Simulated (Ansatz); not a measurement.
# SiH2SO (SMILES O[Si]S) at HF/STO-3G

Aim: the vertical electron affinity of SiH2SO at HF/STO-3G, from 2 runs. 

The calculation is run with Ansatz 0.2.0.

75 further runs of the same task are left out: 3 that didn't finish, 72 set aside as unsound or not needed.

## (1) The system as given

SiH2SO has 5 atoms, charge 0, and is taken as a singlet. As SMILES, `O[Si]S`. The shape is that of a PBE0-D4/def2-TZVP optimisation. This is one conformer, not always the lowest.

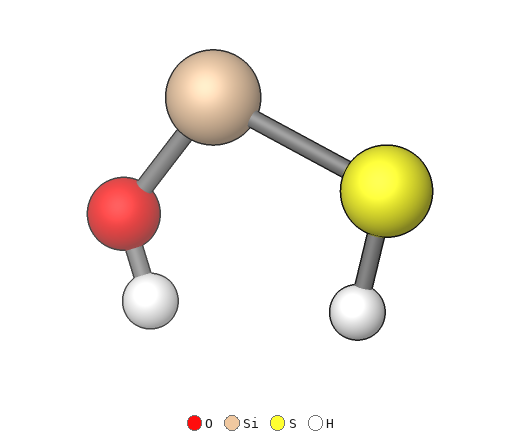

The structure, seen from a chosen angle (oxygen red, silicon light orange, sulfur yellow, hydrogen white).

## (2) The energy at HF/STO-3G

Contents of run.yaml:

```yaml
crystal:
  periodic: [false, false, false]
  atoms:
    - {symbol: O, position_ang: [-1.194700, -0.658900, -0.325800]}
    - {symbol: Si, position_ang: [-0.956800, 0.951300, -0.079500]}
    - {symbol: S, position_ang: [1.167700, 1.118600, 0.360300]}
    - {symbol: H, position_ang: [-0.489400, -1.308100, -0.267200]}
    - {symbol: H, position_ang: [1.523000, -0.176500, 0.270700]}
basis:
  gaussian: {orbitals: STO-3G}
accuracy: high
hamiltonian: {xc: hf}
magnetization: {spin_polarized: false, initial_magnetization: 0}
```

On the command line:

```bash
ansatz run run.yaml --threads 1 --pin off --max-ram 2610MiB --events-out events.jsonl --progress --plain --runs-dir runs
```

What it wrote:

```text
Warning: RAYON_NUM_THREADS=1 ignored (pool sized by the plan → 1); use --threads N
Functional definition: HF
  name "HF"
  exchange = exact_x
  correlation = 0
459 factors; integrals over basis functions are off by at most 3.2e-8 eV
mean field evaluation 1: about -20509.2195 eV, gradient 2.2e1 eV
mean field evaluation 2: about -20509.2821 eV, gradient 2.2e1 eV
mean field evaluation 4: about -20511.2192 eV, gradient 1.2e0 eV
mean field evaluation 8: about -20511.2278 eV, gradient 2.5e-2 eV
mean field -20511.22784832 eV, -753.7737204162 hartree, gradient 5.3e-8 eV, S^2 0.000000; 0 other end points of the search recorded, 0 dependent functions left out
reference -20511.22784832 eV, -753.7737204162 hartree; 20, 20 occupied and 5, 5 virtual orbitals, 459 factors
Total energy: -20511.22784832 eV, -753.7737204162 hartree
```

Run time: 0.14 s. Hardware: 1 thread of Arm Neoverse V2, shared host.

## (3) The doublet anion

Contents of molecule.yaml:

```yaml
crystal:
  periodic: [false, false, false]
  atoms:
    - {symbol: O, position_ang: [-1.194700, -0.658900, -0.325800]}
    - {symbol: Si, position_ang: [-0.956800, 0.951300, -0.079500]}
    - {symbol: S, position_ang: [1.167700, 1.118600, 0.360300]}
    - {symbol: H, position_ang: [-0.489400, -1.308100, -0.267200]}
    - {symbol: H, position_ang: [1.523000, -0.176500, 0.270700]}
basis:
  gaussian: {orbitals: STO-3G}
total_charge: -1
magnetization: {spin_polarized: true, initial_magnetization: 1}
hamiltonian: {xc: hf}
accuracy: high
```

On the command line:

```bash
ansatz run molecule.yaml --threads 1 --pin off --max-ram 2610MiB --events-out events.jsonl --progress --plain --runs-dir runs
```

What it wrote:

```text
Warning: RAYON_NUM_THREADS=1 ignored (pool sized by the plan → 1); use --threads N
[... 4 set-up lines as earlier in the session ...]
460 factors; integrals over basis functions are off by at most 3.2e-8 eV
mean field evaluation 1: about -20504.0957 eV, gradient 1.1e1 eV
mean field evaluation 2: about -20504.1809 eV, gradient 1.1e1 eV
mean field evaluation 4: about -20505.3394 eV, gradient 6.7e-1 eV
mean field evaluation 8: about -20505.3473 eV, gradient 1.4e-2 eV
mean field -20505.34728923 eV, -753.5576138556 hartree, gradient 8.5e-8 eV, S^2 0.754042; 0 other end points of the search recorded, 0 dependent functions left out
reference -20505.34728923 eV, -753.5576138556 hartree; 21, 20 occupied and 4, 5 virtual orbitals, 460 factors
Total energy: -20505.34728923 eV, -753.5576138556 hartree
```

Wall time 0.16 s (1 thread of Arm Neoverse V2, shared host).

## (4) Summary of results

Level: HF/STO-3G.

| quantity | value |
| --- | --- |
| singlet SiH2SO: total energy | -753.77372 Eh |
| doublet anion: total energy | -753.55761 Eh |
| doublet anion: ⟨S²⟩ | 0.754 |
| vertical electron affinity (to the doublet anion) | -5.881 eV |

**Reading.** The anion lies 5.88 eV (567 kJ/mol) above the neutral: the electron isn't bound at this level, and such a value depends on the basis. Without diffuse functions anions come out too high. Hartree–Fock misses the correlation that binds many anions. In a minimal basis such a difference can be off by several eV, whatever the method.
